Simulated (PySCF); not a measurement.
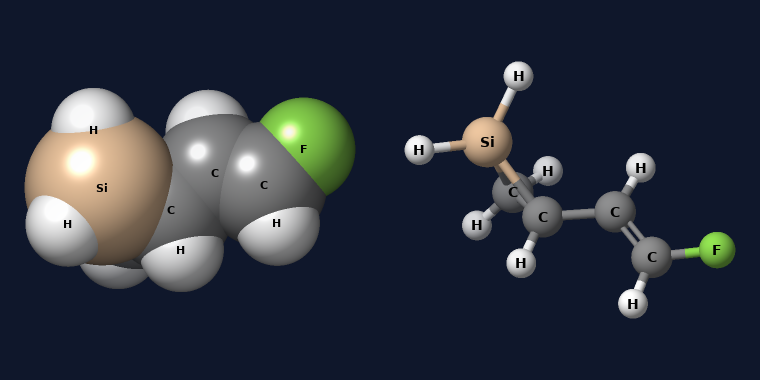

Both panels show the same species.

Description:

Formula C₄H₇FSi. SMILES: `F/C=C/[C@@H]1C[SiH2]1`. Independent rings (smallest set): 1 of 3 members. Among its groups: alkene, C–F bond, Si–H bond. The point group is C1. Coordination, clear cases only: 2 C trigonal planar.

More results for the same structure follow; atom numbers are the same in all pictures, views and colours differ. The geometry was computed by an optimisation with PBE0-D3(BJ)/def2-SVP. No frequency run is at hand to confirm it as a minimum.

Dipole moment

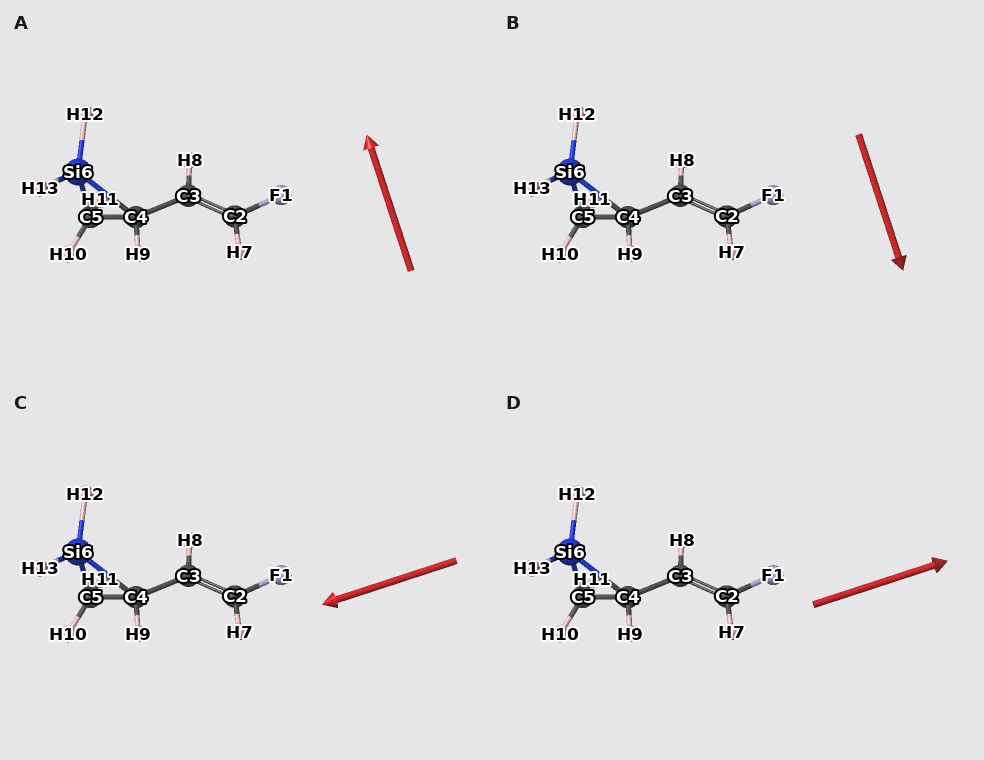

The same molecule four times, each with an arrow. No frequency run is at hand to confirm it as a minimum. Level of theory: PBE/def2-SVPD, gas phase (PySCF 2.14.0).

**Which arrow points along the dipole moment, from the negative to the positive end?**

C. The dipole moment is 1.85 D; it points from the side of F1 to the side of H13 (the outermost atoms at the two ends).

Excitation

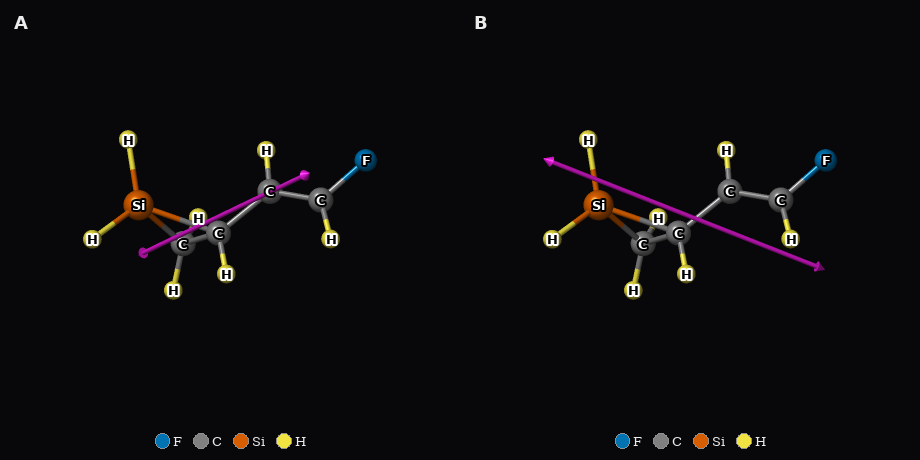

The double arrows show the directions of two transition dipoles from the ground state (lengths mean nothing). No frequency run is at hand to confirm it as a minimum. Method: TDDFT CAM-B3LYP/def2-SVPD, vertical, gas phase, core orbitals frozen in the response (PySCF 2.14.0).

**One belongs to singlet state 4 and one to singlet state 8. Which is which?**

A: state 4, 6.42 eV (193 nm), oscillator strength 0.025, of mixed character, with the largest part HOMO → LUMO+3 (weight 0.43).
B: state 8, 7.24 eV (171 nm), oscillator strength 0.017, of mixed character, with the largest part HOMO → LUMO+6 (weight 0.33).

Polarisability

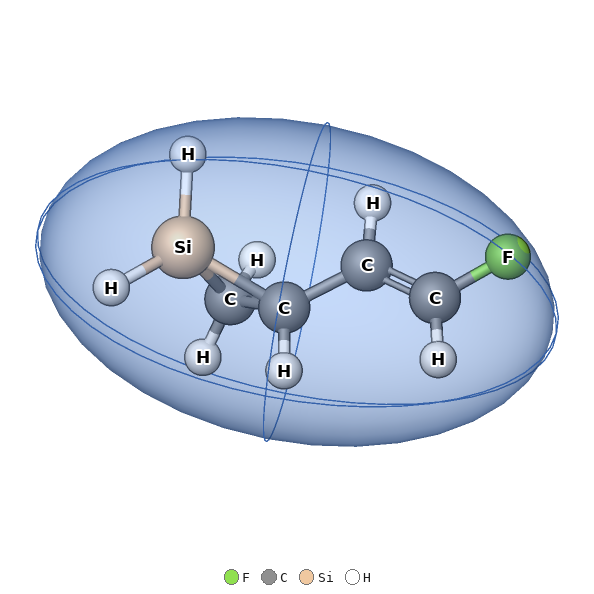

The ellipsoid shows the static dipole polarisability: its half-axes are proportional to the principal values. No frequency run is at hand to confirm it as a minimum. Method: PBE/def2-SVPD (PySCF 2.14.0).

**How large and how anisotropic is the polarisability?**

Principal values 67.6, 70.3, 112.5 bohr³; mean 83.5 bohr³ (12.37 Å³); anisotropy 43.6 bohr³, so the longest axis is 1.66 times the shortest.
